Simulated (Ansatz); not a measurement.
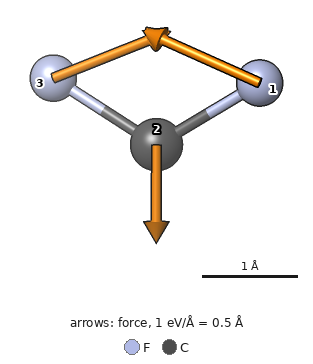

Starting geometry of CF2 with the computed forces as orange arrows. The picture is a ball-and-stick view, seen from a free direction.

The run prepares the start of a later molecular dynamics calculation, from a guessed geometry.

These are results of Ansatz, RKS PBE0/def2-SVP, not measurements. (no spin polarisation; force threshold 0.02 eV/Å; at most 40 steps)

What follows when this structure is relaxed?

Answer. It isn't relaxed: the largest force vector, on F atoms, is 2.81 eV/Å. The atoms end up moving mostly along the starting forces (cosine between the two patterns 1.00). The largest moves after the best rigid fit, 0.12 Å, are those of F1 and F3. By element the largest moves are F 0.12 Å, C 0.07 Å. Some distances before and after: C2–F3 1.320 → 1.292 Å. Bond angles that change, for instance: F1–C2–F3 118.3° → 104.8°. After 5 geometry steps the energy has fallen by 42.0 kJ/mol. Largest force component: 2.7 eV/Å at the start, under 0.0001 eV/Å at the end.
